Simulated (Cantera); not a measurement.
Input: 1 mol Si, 0.005 mol O2, 20 mol N2, equilibrated at 3.80e-6 bar.

Method: chemical equilibrium by Gibbs-energy minimisation in Cantera with the NASA 1993 tables (ideal gas, pure condensed phases). Candidate condensed phases: Si, SiO2, Si2N2O, Si3N4; 16 gas species. N2 is the only nitrogen source here; it is nearly inert below about 1500 K, so the nitride shown seldom forms there in practice. The tables' values for SiN are old estimates; treat these amounts as uncertain. Kinetics and transport are ignored.

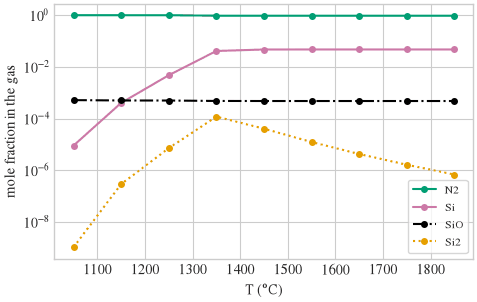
Figure. Equilibrium gas composition (values under 1e-9 drawn at 1e-9)

Problem. Read off the mole fractions at 1750 °C.

Solution. N2 about 0.95, Si about 0.047, SiO about 0.00048, Si2 about 1.6e-6.
